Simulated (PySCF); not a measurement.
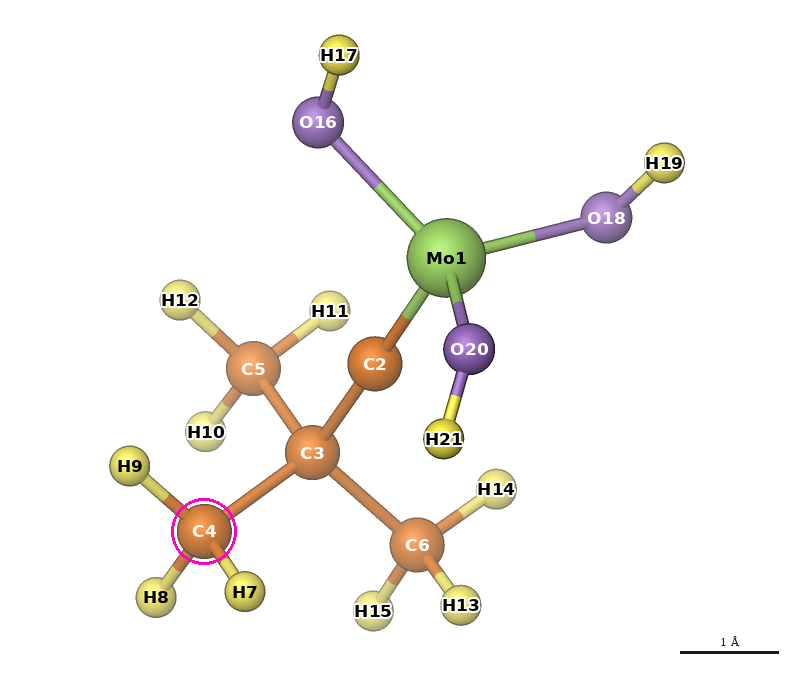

Orthographic view. Depth is shown by fading: the farther an atom, the more it takes the colour of the background. The species is neutral and a spin singlet. Computed geometry: PBE0-D3(BJ)/def2-SVP optimisation. No frequency run is at hand to confirm it as a minimum.

### Name the neighbours of the circled atom.

The circled atom is C4; it is bonded to C3, H7, H8, H9.

### What is the shortest path along bonds from the circled atom to H11?

C4–C3–C5–H11, 3 bonds; through space the two are 3.48 Å apart.

### Of Mo1 and O20, which is nearer the viewer?

O20; the bond to Mo1 points away from the viewer, so it looks shorter than its 1.88 Å.
